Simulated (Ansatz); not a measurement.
# ClF2HSi···CH4: what the fields show

The calculation's input:

```
crystal:
  periodic: [false, false, false]
  atoms:
    - { symbol: Si, position_ang: [-1.524768, 0.505663, -0.171961] }
    - { symbol: C, position_ang: [1.479797, -0.533529, 0.081541] }
    - { symbol: F, position_ang: [-1.453081, -1.09396, -0.215791] }
    - { symbol: F, position_ang: [-0.535686, 1.137053, -1.263418] }
    - { symbol: H, position_ang: [-2.89524, 0.927631, -0.497686] }
    - { symbol: H, position_ang: [1.2244, 0.241036, 0.796135] }
    - { symbol: Cl, position_ang: [-1.035385, 1.206577, 1.740105] }
    - { symbol: H, position_ang: [0.852277, -1.416366, 0.24651] }
    - { symbol: H, position_ang: [1.354303, -0.162465, -0.943383] }
    - { symbol: H, position_ang: [2.533384, -0.811539, 0.228049] }
basis:
  gaussian: { orbitals: def2-SVP }
hamiltonian:
  xc: pbe0
  dispersion: d4
relax:
  f_tol: 0.03
  max_steps: 50
output:
  orbitals: {}
```

Launched as:

```sh
ansatz run input.yaml --threads 2 --pin off --max-ram 3072MiB --backend cpu --events-out ev --progress --plain --runs-dir out
```

The fields are those of the relaxed geometry.

The calculation used RKS PBE0-D4/def2-SVP in Ansatz 0.2.0.

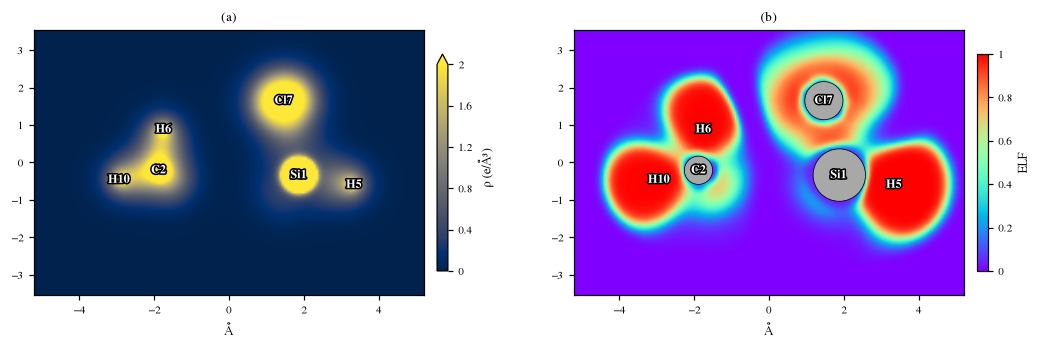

Figure 1. (a) electron density; (b) ELF on the plane of atoms H6, C2 and H10. Grey discs cover the atomic cores in the ELF map.

### Describe what can be read from this map.

The section cuts through Si, C, H and Cl sites. C2···Si1 (3.76 Å): the density falls to about 0.02 e/Å³ on the way; the ELF dips to about 0 between them: a weak contact between the two molecules. Si–Cl (2.03 Å): ρ is about 0.92 e/Å³ halfway; the ELF peaks at about 0.90 between the atoms: a polar covalent bond. C–H (1.10 Å): the density is about 1.9 e/Å³ at the midpoint; the ELF climbs to about 1 towards the hydrogen, as it does in any bond to H (an ordinary covalent bond to hydrogen). Si–H (1.47 Å): ρ at the midpoint is about 0.84 e/Å³; the ELF climbs to about 1 towards the hydrogen. The ELF also peaks beside Cl7, away from the bonds: lone-pair regions.

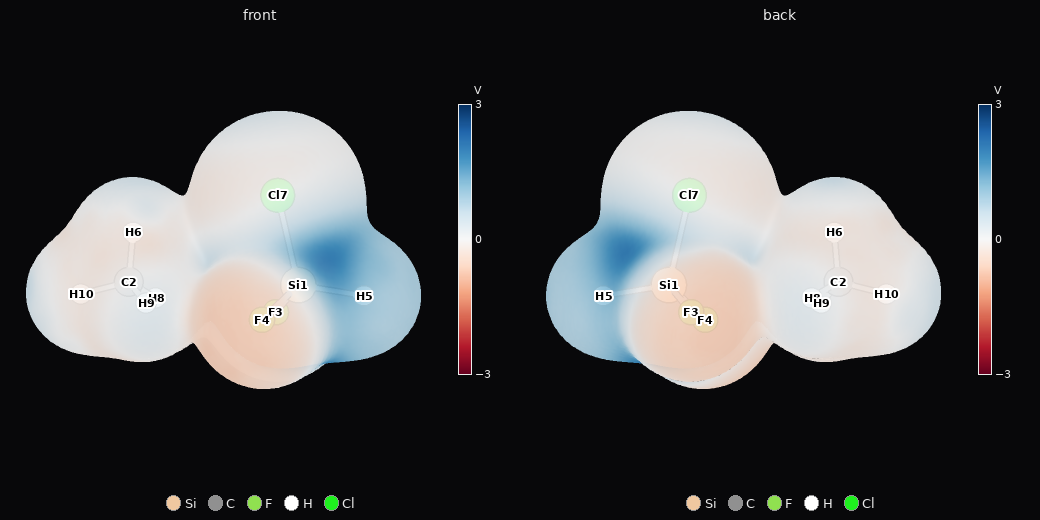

Figure 2. The electrostatic potential painted on the density surface at 0.002 e/bohr³, seen from the front and from behind; the colour scale runs from red (negative) to blue (positive).

### Which sites attract a positive test charge, and which a negative one?

A positive charge is drawn to the negative regions and a negative charge to the positive ones. The most negative region (about −0.7 V) lies over F3 and F4, the most positive (about +2.0 V) over Si1.

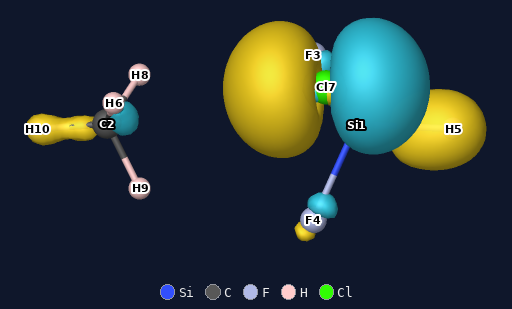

Figure 3. The HOMO at ±0.15 Å⁻³ᐟ² (yellow and cyan are the two phases), seen from one side.

### Where does this orbital lie, and at what energy?

By Hirshfeld shares it lies mainly on Cl7 (about 75 %), Si1 (about 10 %) and H5 (about 5 %); largely a lone pair of Cl7. Its energy is −9.87 eV.
